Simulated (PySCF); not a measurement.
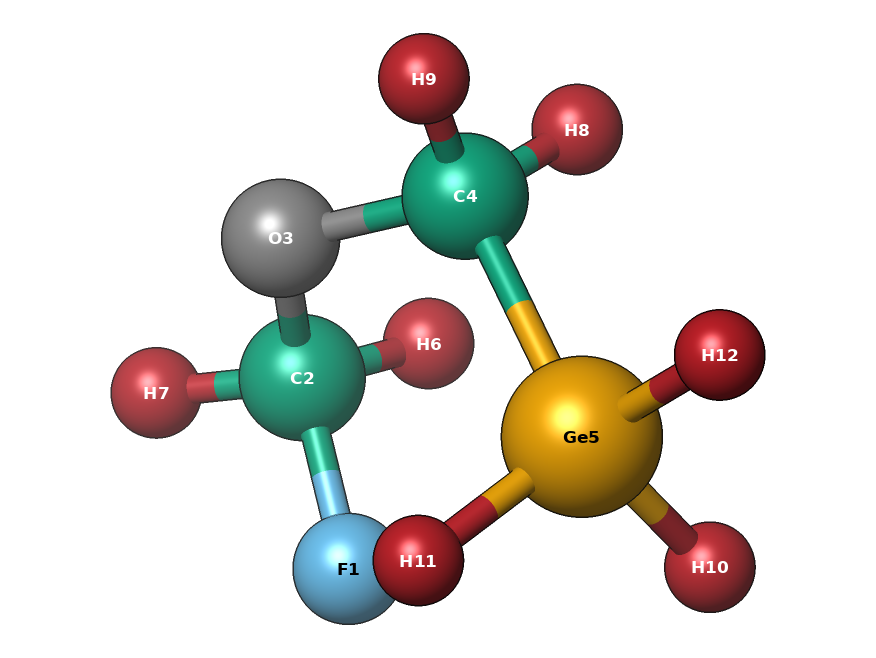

Computed geometry: GFN2-xTB optimisation. No frequency run is at hand to confirm it as a minimum. Level of theory: B3LYP/pcJ-1 (pcSseg-1 on Ge) indirect spin-spin coupling, non-relativistic, gas phase (PySCF 2.14.0). Isotopes: 13C, 19F, 1H, 17O.

Give the spin–spin coupling constants of these pairs, with the number of bonds between them: F1/C2, F1/O3, F1/H6, F1/H7, F1/C4.

```json
{"pair": "F1, C2", "bonds apart": "1", "J (Hz)": "−260.0"}
{"pair": "F1, O3", "bonds apart": "2", "J (Hz)": "−30.3"}
{"pair": "F1, H6", "bonds apart": "2", "J (Hz)": "69.1"}
{"pair": "F1, H7", "bonds apart": "2", "J (Hz)": "56.4"}
{"pair": "F1, C4", "bonds apart": "3", "J (Hz)": "−0.9"}
```

Density functionals are unreliable for couplings to fluorine, so those rows may be far off.

The geometry is semi-empirical. Around Ge such bond lengths and angles can be off by a tenth of an ångström or more and by several degrees, and values that hang on the shape move with them.
